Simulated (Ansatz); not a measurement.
# C₃H₉NSi: molecular dynamics (part 2 of 2)

C₃H₉NSi, SMILES C[Si]N(C)C; RKS PBE-d3bj/6-31G* (Ansatz 0.2.0). The geometry comes from this level: PBE0-D4/def2-TZVP.

Geometry of the input (Å):
```
C  -1.9269  0.0839  1.2900
Si -0.8600  1.3442  0.3348
N  0.3704  0.3323  -0.3109
C  0.5618  -1.0931  -0.1770
C  1.4050  0.9391  -1.1235
H  -2.3448  -0.6866  0.6322
H  -1.3625  -0.4225  2.0812
H  -2.7637  0.6043  1.7623
H  -0.2196  -1.5392  0.4344
H  1.5314  -1.3145  0.2870
H  0.5521  -1.5818  -1.1596
H  2.3972  0.7793  -0.6834
H  1.4151  0.5113  -2.1338
H  1.2316  2.0140  -1.2047
```

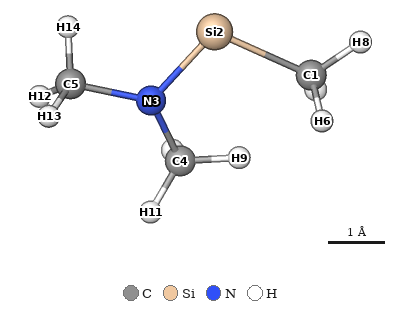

**Figure 1.** The geometry at step 29 of the log (ball-and-stick view, seen at a tilt; atoms are numbered from 1 in the order of the input).

Trajectory as extended XYZ, continued:
```
14
Properties=species:S:1:pos:R:3:forces:R:3 step=4 time_fs=2.0 energy=-12613.50595 temperature=1043.8
C    -1.9387    0.0734    1.2913    0.9571   0.6576   0.9720
Si   -0.8522    1.3411    0.3356   -0.2621   0.5571   0.1426
N     0.3671    0.3101   -0.3417    0.2505   1.9384   0.4718
C     0.5598   -1.0736   -0.1369   -2.3380   0.1046  -1.7821
C     1.4197    0.9732   -1.1194   -1.3891  -4.7959  -2.5840
H    -2.2618   -0.6908    0.6238   -1.0637  -0.8031  -0.9149
H    -1.3839   -0.4999    2.0563    0.1815   0.2036   0.2133
H    -2.7456    0.6111    1.8133   -0.2560  -0.2320  -0.2360
H    -0.2805   -1.5150    0.3340   -1.0498  -0.3368   1.3499
H     1.4200   -1.3332    0.3478    2.9335  -0.7674   1.5120
H     0.4688   -1.5695   -1.0807    0.7116  -0.7359  -1.4381
H     2.3854    0.7357   -0.7821    1.8197  -0.3386   0.9133
H     1.3707    0.5456   -2.2143    0.1774   0.5426   1.3732
H     1.2830    1.9649   -1.2194   -0.6725   4.0059   0.0070
14
Properties=species:S:1:pos:R:3:forces:R:3 step=7 time_fs=3.5 energy=-12613.38204 temperature=960.3
C    -1.9457    0.0666    1.2940    1.1399   0.1762   0.9307
Si   -0.8467    1.3392    0.3363   -0.2376   0.3957   0.1772
N     0.3651    0.2965   -0.3640    0.3537   3.1987   0.7783
C     0.5541   -1.0591   -0.1101   -2.3239  -1.4601  -1.7261
C     1.4282    0.9901   -1.1213   -1.2216  -4.0173  -3.0761
H    -2.2238   -0.7118    0.5970   -1.1777  -0.2603  -0.5744
H    -1.3955   -0.5538    2.0431    0.0973   0.5145   0.0730
H    -2.7385    0.6113    1.8466   -0.1998  -0.4733  -0.5068
H    -0.3494   -1.5043    0.2895   -0.3396   0.0932   1.3150
H     1.4003   -1.3638    0.4261    1.8152  -0.4597   0.9528
H     0.4226   -1.5771   -1.0540    1.2004  -0.6762  -1.1213
H     2.4168    0.6958   -0.8355    1.0352  -0.0933   0.7350
H     1.3415    0.5832   -2.2445    0.2916   0.6364   1.6719
H     1.3069    2.0143   -1.2296   -0.4331   2.4255   0.3706
14
Properties=species:S:1:pos:R:3:forces:R:3 step=11 time_fs=5.5 energy=-12613.16291 temperature=819.6
C    -1.9518    0.0578    1.2999    1.1216  -0.9187   0.0491
Si   -0.8396    1.3372    0.3375   -0.2967   0.2781   0.2353
N     0.3632    0.2862   -0.3918    0.4712   3.9472   1.1206
C     0.5403   -1.0445   -0.0789   -1.3408  -4.0468  -1.0274
C     1.4365    1.0024   -1.1322    0.0216  -0.9039  -2.5583
H    -2.2116   -0.7446    0.5460   -0.9744   0.8655   0.4223
H    -1.4079   -0.6078    2.0277    0.0201   0.7210  -0.0289
H    -2.7361    0.5958    1.8738   -0.2499  -0.5250  -0.6295
H    -0.4475   -1.4852    0.2725    1.1007   0.6346   0.8995
H     1.4244   -1.4155    0.5553   -0.8835   0.6324  -0.8114
H     0.4021   -1.6078   -1.0513    1.5538  -0.1881   0.1253
H     2.4861    0.6422   -0.8837   -0.9109   0.6276   0.3312
H     1.3122    0.6537   -2.2313    0.3269   0.3829   1.0086
H     1.3260    2.1462   -1.2291    0.0402  -1.5067   0.8635
14
Properties=species:S:1:pos:R:3:forces:R:3 step=14 time_fs=7.0 energy=-12612.81776 temperature=600.1
C    -1.9540    0.0496    1.3046    1.0450  -1.2585  -0.6203
Si   -0.8346    1.3360    0.3386   -0.3598   0.2507   0.2615
N     0.3627    0.2855   -0.4107    0.5379   3.7549   1.3376
C     0.5269   -1.0415   -0.0578   -0.9510  -4.6194  -1.0233
C     1.4425    1.0091   -1.1458    0.6688   0.3326  -0.9994
H    -2.2273   -0.7503    0.5156   -0.7836   1.2473   0.8653
H    -1.4164   -0.6309    2.0158    0.0631   0.6401   0.0454
H    -2.7404    0.5712    1.8788   -0.3554  -0.3741  -0.5364
H    -0.4972   -1.4565    0.2834    1.6291   0.6590   0.6257
H     1.4274   -1.4412    0.6365   -1.6841   1.0769  -1.4441
H     0.4247   -1.6368   -1.0492    1.4581   0.1224   0.8547
H     2.5203    0.6159   -0.9105   -1.6263   0.9275   0.2062
H     1.2983    0.7165   -2.1956    0.1958  -0.0625  -0.4625
H     1.3401    2.2175   -1.2084    0.1625  -2.6967   0.8895
14
Properties=species:S:1:pos:R:3:forces:R:3 step=18 time_fs=9.0 energy=-12613.02701 temperature=735.4
C    -1.9542    0.0351    1.3091    0.7661  -0.8407  -1.1176
Si   -0.8283    1.3346    0.3404   -0.4185   0.2710   0.2508
N     0.3633    0.2934   -0.4326    0.5651   2.7916   1.5513
C     0.5065   -1.0501   -0.0327   -0.1823  -3.5583  -1.3903
C     1.4523    1.0190   -1.1661    0.6434   0.8455   1.3189
H    -2.2739   -0.7177    0.5035   -0.5402   0.9770   0.7983
H    -1.4251   -0.6416    2.0023    0.2280   0.2648   0.3079
H    -2.7582    0.5269    1.8683   -0.3943  -0.0728  -0.2965
H    -0.5108   -1.3977    0.3183    1.2285   0.2134   0.4084
H     1.3765   -1.4397    0.6974   -1.5127   1.1550  -1.3891
H     0.5019   -1.6712   -1.0174    0.9191   0.2664   1.1520
H     2.5130    0.6112   -0.9392   -1.3845   0.8218   0.1966
H     1.2851    0.7964   -2.1710   -0.0907  -0.5447  -2.4712
H     1.3644    2.2241   -1.1518    0.1729  -2.5901   0.6804
14
Properties=species:S:1:pos:R:3:forces:R:3 step=21 time_fs=10.5 energy=-12613.56926 temperature=1081.5
C    -1.9526    0.0225    1.3102    0.4812  -0.0216  -0.9345
Si   -0.8239    1.3339    0.3420   -0.4542   0.3161   0.2238
N     0.3647    0.3045   -0.4463    0.5207   1.8077   1.6334
C     0.4907   -1.0642   -0.0168    0.5801  -1.7270  -2.0077
C     1.4610    1.0280   -1.1792   -0.5317  -0.0370   0.7580
H    -2.3231   -0.6684    0.5142   -0.4159   0.2740   0.2610
H    -1.4264   -0.6421    1.9993    0.2958  -0.0436   0.4491
H    -2.7812    0.4911    1.8525   -0.2137   0.1303  -0.1193
H    -0.4901   -1.3475    0.3553    0.0373  -0.3652   0.4134
H     1.3006   -1.4101    0.7087   -0.5082   0.8610  -0.5818
H     0.5839   -1.6909   -0.9657    0.3485   0.1139   0.8096
H     2.4731    0.6281   -0.9557   -0.2589   0.2923   0.3166
H     1.2740    0.8445   -2.2072    0.0334  -0.3561  -1.7110
H     1.3868    2.1648   -1.0918    0.0857  -1.2448   0.4893
14
Properties=species:S:1:pos:R:3:forces:R:3 step=25 time_fs=12.5 energy=-12613.45233 temperature=1010.5
C    -1.9492    0.0058    1.3093    0.2053   0.9675  -0.1461
Si   -0.8186    1.3332    0.3443   -0.5336   0.4024   0.2027
N     0.3678    0.3233   -0.4607    0.3904   0.4007   1.5827
C     0.4712   -1.0871   -0.0015    0.3899   1.0861  -3.2645
C     1.4703    1.0390   -1.1954   -2.7845  -2.7238  -1.7779
H    -2.4024   -0.5969    0.5342   -0.2919  -0.7597  -0.6004
H    -1.4189   -0.6445    2.0095    0.0938  -0.1943   0.2802
H    -2.8174    0.4482    1.8279    0.2510   0.3479   0.1051
H    -0.4664   -1.2945    0.4187   -1.4331  -0.9613   0.3236
H     1.1908   -1.3441    0.7121    1.8642   0.1820   1.6317
H     0.7032   -1.7151   -0.8732   -0.2881  -0.3984  -0.1858
H     2.4185    0.6566   -0.9661    1.8072  -0.7861   0.5452
H     1.2622    0.8983   -2.3033    0.4725   0.0948   0.7359
H     1.4187    2.0567   -0.9949   -0.1429   2.3422   0.5676
14
Properties=species:S:1:pos:R:3:forces:R:3 step=29 time_fs=14.5 energy=-12613.18390 temperature=839.7
C    -1.9452   -0.0081    1.3078   -0.3151   0.9458  -0.0342
Si   -0.8141    1.3331    0.3470   -0.6370   0.4754   0.2205
N     0.3720    0.3433   -0.4707    0.1217  -0.9426   1.3244
C     0.4528   -1.1071    0.0039    0.1140   2.0830  -1.9189
C     1.4715    1.0422   -1.2167   -2.3965  -2.4914  -1.9470
H    -2.4915   -0.5515    0.5345    0.2824  -0.9396  -0.4802
H    -1.4085   -0.6535    2.0297   -0.3103  -0.0851  -0.1486
H    -2.8443    0.4186    1.8074    0.6520   0.5250   0.3311
H    -0.4898   -1.2763    0.4916   -0.6500  -0.9720  -0.6014
H     1.1445   -1.2683    0.7713    1.8759   0.2668   1.7139
H     0.8128   -1.7539   -0.7862   -0.5902  -0.6378  -0.7271
H     2.4246    0.6586   -0.9576    1.3735  -0.8468   0.1844
H     1.2673    0.9548   -2.3758    0.5893   0.2442   1.8859
H     1.4461    2.0265   -0.8771   -0.1096   2.3752   0.1973
14
Properties=species:S:1:pos:R:3:forces:R:3 step=32 time_fs=16.0 energy=-12613.12621 temperature=801.9
C    -1.9428   -0.0165    1.3065   -0.8786   0.5906  -0.4709
Si   -0.8113    1.3335    0.3492   -0.6952   0.4849   0.2498
N     0.3754    0.3568   -0.4758   -0.1496  -1.7450   1.0320
C     0.4394   -1.1179    0.0038    1.1796   1.8931   0.4766
C     1.4672    1.0393   -1.2366   -0.5694  -0.3462   0.2403
H    -2.5525   -0.5405    0.5226    0.9355  -0.6546   0.0976
H    -1.4075   -0.6628    2.0422   -0.5039  -0.0113  -0.3796
H    -2.8491    0.4091    1.7998    0.7637   0.6134   0.4516
H    -0.5256   -1.2870    0.5335    0.4557  -0.7950  -1.3604
H     1.1563   -1.2054    0.8577    0.1629   0.3595  -0.2214
H     0.8806   -1.7979   -0.7374   -0.8362  -0.2328  -0.4039
H     2.4644    0.6391   -0.9459   -0.2687  -0.2338  -0.3920
H     1.2855    1.0029   -2.3861    0.4176   0.1573   1.6952
H     1.4638    2.0630   -0.7837   -0.0133  -0.0800  -1.0148
14
Properties=species:S:1:pos:R:3:forces:R:3 step=36 time_fs=18.0 energy=-12612.58581 temperature=458.9
C    -1.9421   -0.0261    1.3034   -1.2863   0.3654  -0.9778
Si   -0.8083    1.3346    0.3524   -0.7221   0.4236   0.2779
N     0.3795    0.3706   -0.4802   -0.5013  -2.3822   0.6128
C     0.4252   -1.1270    0.0051    2.4308   1.6696   1.9378
C     1.4604    1.0346   -1.2617    1.3111   1.0028   3.6886
H    -2.6014   -0.5469    0.5113    1.4127  -0.3133   0.6144
H    -1.4226   -0.6757    2.0462   -0.4510  -0.0573  -0.4186
H    -2.8305    0.4171    1.8048    0.6508   0.6567   0.4872
H    -0.5570   -1.3271    0.5435    1.0870  -0.4941  -1.6658
H     1.1747   -1.1113    0.9616   -1.1554  -0.0747  -1.8536
H     0.9421   -1.8616   -0.6837   -1.1543   0.5762   0.1690
H     2.5054    0.6068   -0.9445   -1.5596   0.3323  -0.8283
H     1.3222    1.0717   -2.3490   -0.0650  -0.0093  -0.0179
H     1.4868    2.1060   -0.6955    0.0027  -1.6958  -2.0257
14
Properties=species:S:1:pos:R:3:forces:R:3 step=39 time_fs=19.5 energy=-12612.46657 temperature=383.8
C    -1.9442   -0.0325    1.2991   -1.1935   0.4917  -1.0485
Si   -0.8068    1.3357    0.3551   -0.7055   0.3240   0.2699
N     0.3818    0.3767   -0.4824   -0.7648  -2.5435   0.3504
C     0.4193   -1.1302    0.0098    3.1004   1.7238   1.9535
C     1.4577    1.0329   -1.2734    1.7940   1.0748   5.5017
H    -2.6040   -0.5603    0.5168    1.2858  -0.2028   0.6092
H    -1.4452   -0.6868    2.0389   -0.2147  -0.1810  -0.2765
H    -2.8000    0.4394    1.8206    0.4599   0.6094   0.3977
H    -0.5553   -1.3702    0.5102    0.7503  -0.2978  -1.3369
H     1.1627   -1.0416    0.9971   -1.3823  -0.4840  -2.1290
H     0.9603   -1.8971   -0.6408   -1.1217   0.9089   0.2282
H     2.5005    0.5893   -0.9630   -1.5735   0.3840  -0.8162
H     1.3493    1.1237   -2.3178   -0.4308  -0.0330  -1.6114
H     1.5042    2.0997   -0.6776   -0.0038  -1.7746  -2.0921
14
Properties=species:S:1:pos:R:3:forces:R:3 step=43 time_fs=21.5 energy=-12612.97058 temperature=706.5
C    -1.9502   -0.0394    1.2906   -0.5248   1.0456  -0.4345
Si   -0.8055    1.3377    0.3589   -0.6388   0.1288   0.2080
N     0.3829    0.3787   -0.4844   -1.0885  -2.4007   0.1350
C     0.4204   -1.1296    0.0215    3.4166   2.1740   1.1486
C     1.4588    1.0336   -1.2742    0.8163   0.5838   3.8107
H    -2.5673   -0.5857    0.5425    0.4608  -0.3116   0.0267
H    -1.4815   -0.7080    2.0208    0.1669  -0.2869  -0.0227
H    -2.7444    0.4888    1.8540    0.2357   0.3496   0.0900
H    -0.5323   -1.4377    0.4238   -0.4756  -0.1756  -0.5020
H     1.1018   -0.9657    0.9757   -0.9649  -0.8699  -1.4281
H     0.9491   -1.9150   -0.5778   -0.5104   0.7352  -0.2674
H     2.4455    0.5771   -1.0136   -0.3433  -0.1337  -0.4052
H     1.3708    1.1914   -2.3269   -0.5868  -0.2646  -1.1474
H     1.5273    2.0358   -0.7208    0.0367  -0.5739  -1.2117
14
Properties=species:S:1:pos:R:3:forces:R:3 step=46 time_fs=23.0 energy=-12613.06407 temperature=767.6
C    -1.9559   -0.0426    1.2832    0.2470   1.5492   0.4738
Si   -0.8052    1.3393    0.3620   -0.5640  -0.0481   0.1373
N     0.3817    0.3760   -0.4857   -1.1824  -2.0453   0.0301
C     0.4281   -1.1247    0.0327    1.9820   2.3221  -0.3353
C     1.4614    1.0353   -1.2666   -0.9696  -0.7375   0.2488
H    -2.5264   -0.6123    0.5636   -0.3905  -0.5054  -0.6250
H    -1.5054   -0.7308    2.0059    0.3569  -0.1751   0.0707
H    -2.6963    0.5351    1.8820    0.0968   0.0014  -0.2374
H    -0.5235   -1.4929    0.3441   -0.9751   0.0025  -0.0917
H     1.0318   -0.9293    0.9236    0.1874  -0.8053   0.4539
H     0.9268   -1.9098   -0.5362    0.2975   0.2237  -0.8868
H     2.3934    0.5653   -1.0627    1.2533  -0.9055   0.0201
H     1.3726    1.2360   -2.3635   -0.5448  -0.6701   0.3797
H     1.5457    1.9724   -0.7847    0.2055   1.7934   0.3618
14
Properties=species:S:1:pos:R:3:forces:R:3 step=50 time_fs=25.0 energy=-12612.62942 temperature=496.6
C    -1.9627   -0.0425    1.2748    0.8923   1.4466   1.0654
Si   -0.8054    1.3413    0.3663   -0.4551  -0.2887   0.0383
N     0.3775    0.3675   -0.4873   -1.0204  -1.3693  -0.0530
C     0.4428   -1.1119    0.0458   -1.6539   1.2624  -3.3782
C     1.4619    1.0349   -1.2563   -1.8634  -2.2352  -2.2629
H    -2.4860   -0.6639    0.5708   -0.8907  -0.2232  -0.7522
H    -1.5255   -0.7656    1.9880    0.4215   0.2136   0.0126
H    -2.6295    0.5956    1.9104   -0.1880  -0.4581  -0.5646
H    -0.5403   -1.5639    0.2344   -0.1345   0.7026   0.0752
H     0.9521   -0.9052    0.8827    2.0615  -0.2774   3.8894
H     0.9095   -1.8967   -0.5115    1.1494  -0.1602  -1.2787
H     2.3668    0.5187   -1.1275    1.7096  -1.0781   0.1662
H     1.3569    1.2721   -2.3975   -0.4978  -1.0334   1.4239
H     1.5784    1.9553   -0.8533    0.4694   3.4983   1.6185
```

Key numbers:

```tsv
quantity	value
outcome	finished
mean temperature over the second half	669 K
trajectory	50 steps, 25 fs
ensemble	nvt_nose_hoover
temperature in the input	1500 K
time step	0.5 fs
potential energy (last step)	−12612.6294 eV
mean-field energy (last step)	−12612.3096 eV
dispersion energy (last step)	−0.3198 eV
SCF solution under orbital rotations (last step)	stable
largest force (length of the vector) (last step)	4.411 eV/Å
dipole moment (last step)	2.64 D
hardware	4 threads of Arm Neoverse V2, 23 GiB of memory available, shared host
wall time	49 s (CPU time 3.1 min)
peak memory	0.64 GiB
```

Remarks:

So short a trajectory is not equilibrated. The temperature stays far from the 1500 K of the thermostat over the second half: the run isn't equilibrated.
